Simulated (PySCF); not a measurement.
O$_{2}$, triplet, SMILES `O=O`.

PySCF calculation, r2SCAN/6-31G*, gas phase; geometry: GFN2-xTB. No frequency check shows the geometry to be a minimum. A basis without diffuse functions makes polarisabilities too small. The stability of the open-shell solution wasn't checked. GFN2-xTB doesn't know the spin state, so this open-shell geometry is rough.

Coordinates in Å:

```
O1       0.6049    0.0000    0.0000
O2      -0.6049    0.0000    0.0000
```

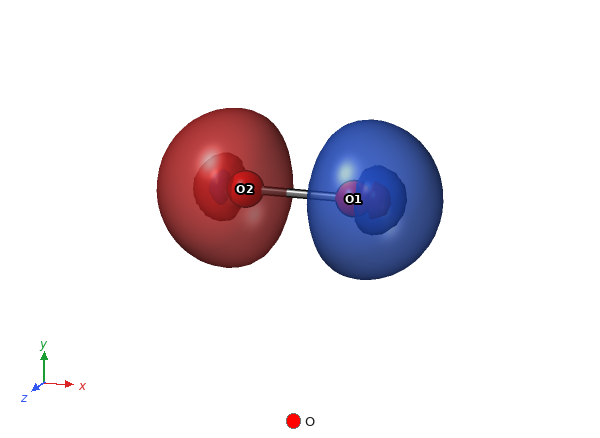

Change of the electron density in a uniform field of 0.51 V/Å, surfaces at ±0.006 e/Å³ (blue: gain, red: loss).

Along which Cartesian direction does the field point?

Answer. Along −x: electrons gather on the +x side, against the field.

What dipole is induced, and what polarisability does it imply?

Answer. The induced dipole is 0.31 D (along the field); α along this axis, from the fields in both directions, is 12 bohr³ (1.8 Å³).

Which atoms gain and lose the most charge?

Answer. Electrons gather most on O1 (Hirshfeld charge changes by −0.034 e) and leave O2 most (+0.034 e); 0.038 electrons are displaced in all.
